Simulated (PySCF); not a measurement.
# C4H7F2 (SMILES CCC[C](F)F) (doublet): what the fields show

```xyz
13

C    -1.7020    0.2333    0.5118
C    -0.1860    0.3366    0.5790
C     0.4690   -0.4465   -0.5832
C     1.9447   -0.3697   -0.5529
F     2.5246    0.8190   -0.7864
F     2.5928   -0.9785    0.4538
H    -2.1502    0.7879    1.3329
H    -2.0204   -0.8042    0.5842
H    -2.0743    0.6443   -0.4238
H     0.1740   -0.0691    1.5261
H     0.1198    1.3824    0.5176
H     0.1241   -0.0383   -1.5345
H     0.1795   -1.4966   -0.5211
```

Geometry: GFN2-xTB.

Theory: UKS B3LYP, pcH-1 on C F H, non-relativistic, mean-field spin-orbit, GIAO (PySCF 2.14.0, density-fitted response routines).

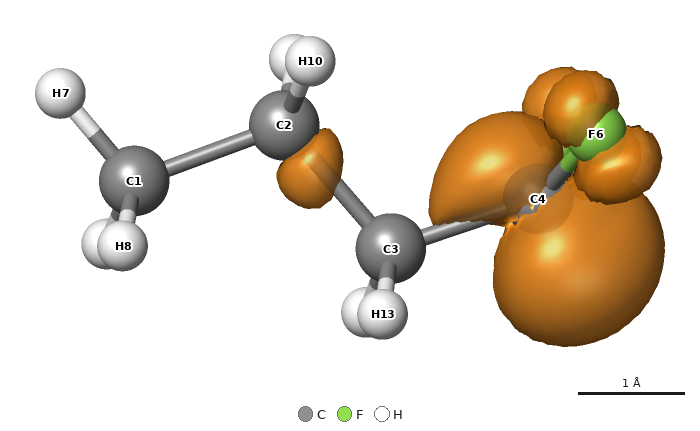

Figure 1. Isosurfaces of the spin density (α minus β) at +0.05 (orange) and −0.05 e/Å³ (purple), seen across its widest extent.

**Describe the spin distribution.**

The unpaired spin (1 electron) lies mostly on C4 (about 0.7), F5 (about 0.1) and F6 (about 0.1), in electrons by Hirshfeld's partition.

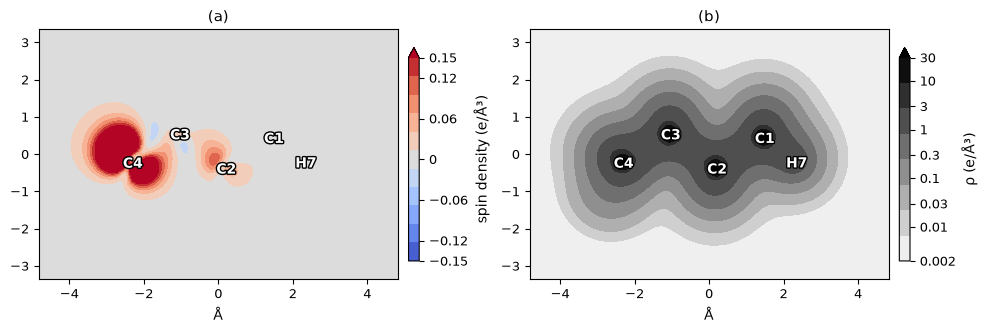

Figure 2. (a) spin density; (b) electron density on the plane of atoms C1, C2 and C3.

**What does the map show?**

Atoms in the plane: C and H.
C–C (1.48 Å): ρ at the midpoint is about 1.8 e/Å³.
C–H (1.09 Å): the density is about 1.9 e/Å³ at the midpoint.
C–C (1.52 Å): ρ is about 1.6 e/Å³ halfway.

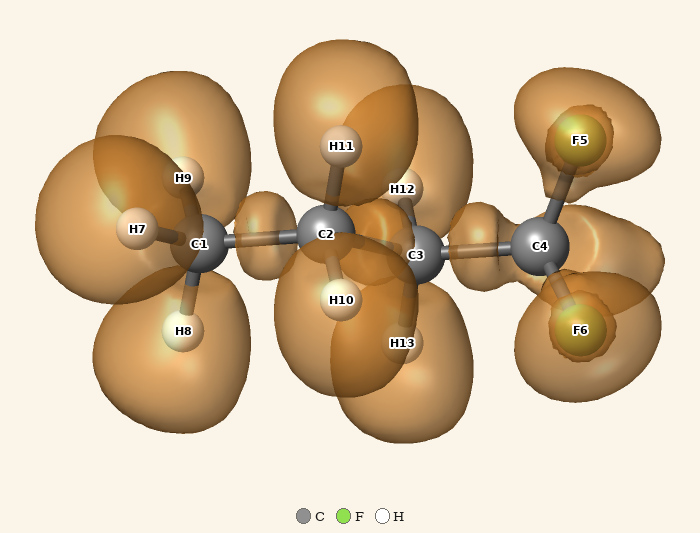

Figure 3. Isosurface of the electron localisation function at 0.75 (orange), seen from one side. Only the valence region is drawn (cores and ρ < 0.01 e/Å³ removed).

**Describe the localisation domains.**

The ELF exceeds this value in two regions between bonded C–C atoms (shared pairs), seven regions around hydrogen nuclei, one region on C in which the atom's valence shell and bonds are merged and two regions on F in which the atom's valence shell and bonds are merged.


C–F (1.34 Å): the ELF peaks at about 0.85 between the atoms (a polar covalent bond). C–C (1.48 Å): the ELF peaks at about 0.95 between the atoms; a covalent bond.
